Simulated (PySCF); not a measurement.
C7H9O (SMILES C=C(C)[C]1C=CCO1) (doublet)

```xyz
17

C    -1.6440    0.6214   -1.5530
C    -1.2015    0.0702   -0.4022
C    -2.1471   -0.5586    0.5838
C     0.1774    0.0568   -0.0697
C     0.8259   -0.4615    1.0688
C     2.1604   -0.2399    0.9483
C     2.3859    0.4636   -0.3482
O     1.0991    0.6097   -0.9209
H    -0.9584    1.0661   -2.2505
H    -2.6885    0.6318   -1.8073
H    -2.0845   -0.0603    1.5501
H    -1.9055   -1.6105    0.7284
H    -3.1687   -0.4840    0.2216
H     0.3300   -0.9494    1.8842
H     2.9492   -0.4976    1.6249
H     2.8389    1.4598   -0.2264
H     3.0241   -0.1054   -1.0418
```

Geometry: GFN2-xTB.

The calculation used PySCF, UKS B3LYP, pcH-1 on C H O, non-relativistic, mean-field spin-orbit, GIAO.

What will maps of the electron density, electron localisation function and spin density show?

Answer. C–C (1.35 Å): ρ is about 2.2 e/Å³ halfway; the ELF peaks at about 0.95 between the atoms (a covalent bond).
C–O (1.37 Å): ρ is about 2.3 e/Å³ halfway, with its minimum of 1.9 e/Å³ about 0.5 Å from C; the ELF peaks at about 0.90 between the atoms, as expected for a shared but strongly polarised pair.
C–H (1.07 Å): ρ at the midpoint is about 2.1 e/Å³; the ELF climbs to about 1 towards the hydrogen, as it does in any bond to H: an ordinary covalent bond to hydrogen.
C–C (1.41 Å): ρ at the midpoint is about 2.1 e/Å³; the ELF peaks at about 0.95 between the atoms (a covalent bond).
The unpaired spin (1 electron) lies mostly on C4 (about 0.3), C6 (about 0.3), C1 (about 0.3) and O8 (about 0.1), in electrons by Hirshfeld's partition.

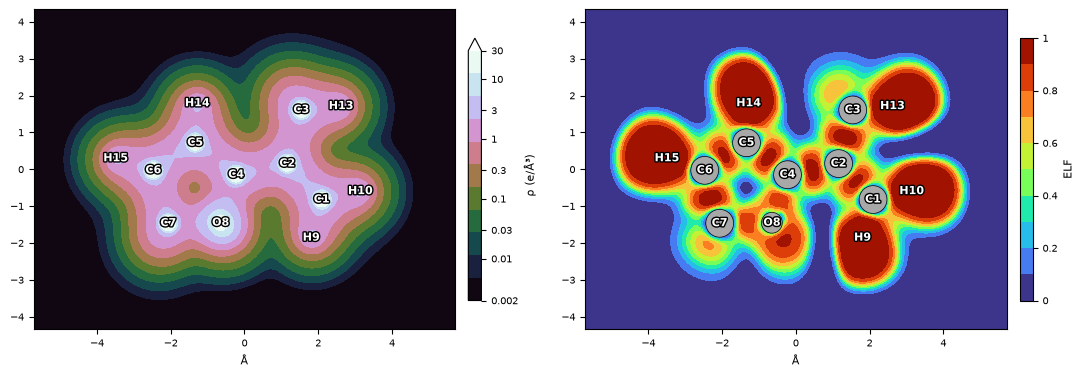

Computed electron density and electron localisation function on the plane of atoms C1, C2 and C3, in this order. Grey discs cover the atomic cores in the ELF map. 
